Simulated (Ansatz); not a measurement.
**C6H4F2 (SMILES Fc1ccc(F)cc1) at B3LYP/6-31G(d) (Cartesian functions)**

What is the energy change on altering one bond length of C6H4F2 at B3LYP/6-31G* (Cartesian functions)? 

The results are computed with Ansatz 0.2.0.

37 further runs of the same task are left out: 37 set aside as unsound or not needed. Runs told in other sessions of the task aren't counted.

### Step 1. The molecule

C6H4F2: 12 atoms, total charge 0, spin state singlet. SMILES: `Fc1ccc(F)cc1`. The shape is that of a PBE0-D4/def2-TZVP optimisation.

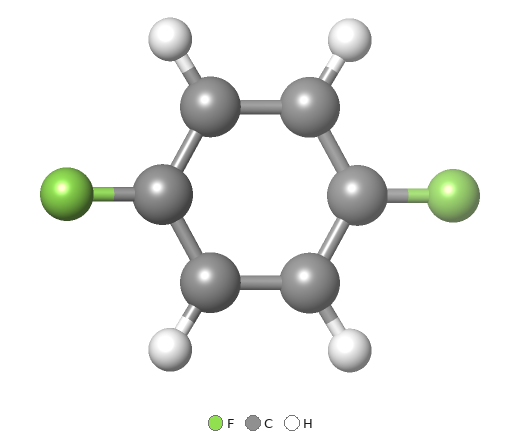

The structure, seen from a chosen angle (fluorine green, carbon grey, hydrogen white).

### Step 2. A single-point energy at B3LYP/6-31G(d) (Cartesian functions)

in.yaml reads:

```yaml
crystal:
  periodic: [false, false, false]
  atoms:
    - {symbol: F, position_ang: [0.818160, -1.507030, 2.087620]}
    - {symbol: C, position_ang: [0.412470, -0.759890, 1.052710]}
    - {symbol: C, position_ang: [0.723110, 0.585830, 1.036590]}
    - {symbol: C, position_ang: [0.303270, 1.359200, -0.034740]}
    - {symbol: C, position_ang: [-0.412610, 0.759910, -1.052630]}
    - {symbol: F, position_ang: [-0.818110, 1.507050, -2.087630]}
    - {symbol: C, position_ang: [-0.723140, -0.585820, -1.036580]}
    - {symbol: C, position_ang: [-0.303280, -1.359200, 0.034760]}
    - {symbol: H, position_ang: [1.286400, 1.016540, 1.854700]}
    - {symbol: H, position_ang: [0.525830, 2.417480, -0.085970]}
    - {symbol: H, position_ang: [-1.286320, -1.016580, -1.854740]}
    - {symbol: H, position_ang: [-0.525770, -2.417490, 0.085910]}
basis:
  gaussian: {orbitals: "6-31G*"}
hamiltonian: {xc: {name: B3LYP}}
accuracy: high
output: {orbitals: {seedname: orbitals}}
```

Command:

```
ansatz run in.yaml --threads 1 --pin off --max-ram 3480MiB --events-out events.jsonl --progress --plain --runs-dir runs
```

Output:

```text
Warning: RAYON_NUM_THREADS=1 ignored (pool sized by the plan → 1); use --threads N
Functional definition: B3LYP
  name "B3LYP"
  parameter a0 = 0.2
  parameter ax = 0.72
  parameter ac = 0.81
  exchange = (1 - a0 - ax)*slater_x + ax*b88_x + a0*exact_x
  correlation = (1 - ac)*vwn_rpa_c + ac*lyp_c
2969 factors; integrals over basis functions are off by at most 6.1e-9 eV
mean field evaluation 1: about -11714.6550 eV, gradient 4.9e1 eV
mean field evaluation 2: about -11714.4545 eV, gradient 5.0e1 eV
mean field evaluation 4: about -11720.1359 eV, gradient 2.4e0 eV
mean field evaluation 8: about -11720.3008 eV, gradient 2.6e-1 eV
mean field evaluation 16: about -11720.3010 eV, gradient 1.2e-5 eV
mean field -11720.30097342 eV, -430.7131164678 hartree, gradient 1.5e-8 eV, S^2 0.000000; 0 other end points of the search recorded, 0 dependent functions left out
reference -11720.30100600 eV, -430.7131176652 hartree; 29, 29 occupied and 99, 99 virtual orbitals, 2969 factors
Total energy: -11720.30100600 eV, -430.7131176652 hartree
```

Run time: 17 s. Hardware: 1 thread of Arm Neoverse V2, shared host; peak memory 0.57 GiB.

### Step 3. The distorted shape, same level

input.yaml reads:

```yaml
crystal:
  periodic: [false, false, false]
  atoms:
    - symbol: F
      position_ang: [0.879000, -1.619076, 2.242822]
    - symbol: C
      position_ang: [0.412470, -0.759890, 1.052710]
    - symbol: C
      position_ang: [0.723110, 0.585830, 1.036590]
    - symbol: C
      position_ang: [0.303270, 1.359200, -0.034740]
    - symbol: C
      position_ang: [-0.412610, 0.759910, -1.052630]
    - symbol: F
      position_ang: [-0.818110, 1.507050, -2.087630]
    - symbol: C
      position_ang: [-0.723140, -0.585820, -1.036580]
    - symbol: C
      position_ang: [-0.303280, -1.359200, 0.034760]
    - symbol: H
      position_ang: [1.286400, 1.016540, 1.854700]
    - symbol: H
      position_ang: [0.525830, 2.417480, -0.085970]
    - symbol: H
      position_ang: [-1.286320, -1.016580, -1.854740]
    - symbol: H
      position_ang: [-0.525770, -2.417490, 0.085910]
basis:
  gaussian: {orbitals: "6-31G*"}
hamiltonian: {xc: {name: B3LYP}}
accuracy: high
output: {orbitals: {seedname: orbitals}}
```

Command:

```
ansatz run input.yaml --threads 1 --pin off --max-ram 3480MiB --events-out events.jsonl --progress --plain --runs-dir runs
```

Output:

```text
Warning: RAYON_NUM_THREADS=1 ignored (pool sized by the plan → 1); use --threads N
Functional definition: B3LYP
  name "B3LYP"
  parameter a0 = 0.2
  parameter ax = 0.72
  parameter ac = 0.81
  exchange = (1 - a0 - ax)*slater_x + ax*b88_x + a0*exact_x
  correlation = (1 - ac)*vwn_rpa_c + ac*lyp_c
2961 factors; integrals over basis functions are off by at most 7.0e-9 eV
mean field evaluation 1: about -11714.4258 eV, gradient 4.9e1 eV
mean field evaluation 2: about -11714.1614 eV, gradient 5.0e1 eV
mean field evaluation 4: about -11719.6371 eV, gradient 2.3e0 eV
mean field evaluation 8: about -11719.8028 eV, gradient 5.2e-1 eV
mean field evaluation 16: about -11719.8034 eV, gradient 3.8e-5 eV
mean field -11719.80336051 eV, -430.6948295307 hartree, gradient 5.1e-8 eV, S^2 0.000000; 0 other end points of the search recorded, 0 dependent functions left out
reference -11719.80339425 eV, -430.6948307707 hartree; 29, 29 occupied and 99, 99 virtual orbitals, 2961 factors
Total energy: -11719.80339425 eV, -430.6948307707 hartree
```

Wall time 18 s (1 thread of Arm Neoverse V2, shared host); peak memory 0.57 GiB.

### Step 4. What came out

Level: B3LYP/6-31G* (Cartesian functions).

| quantity | value |
| --- | --- |
| first shape: total energy | -430.71312 Eh |
| first shape: HOMO energy | -6.54 eV |
| first shape: LUMO energy | -0.50 eV |
| first shape: HOMO–LUMO gap | 6.04 eV |
| distorted shape: total energy | -430.69483 Eh |
| distorted shape: HOMO energy | -6.92 eV |
| distorted shape: LUMO energy | -0.69 eV |
| distorted shape: HOMO–LUMO gap | 6.22 eV |
| energy change with the F1–C2 bond stretched from 1.339 to 1.540 Å | 0.498 eV |

**Reading.** With the F1–C2 bond stretched from 1.339 to 1.540 Å the energy rises by 0.50 eV (48.0 kJ/mol). The first shape isn't relaxed at this level, so the change isn't measured from a minimum.
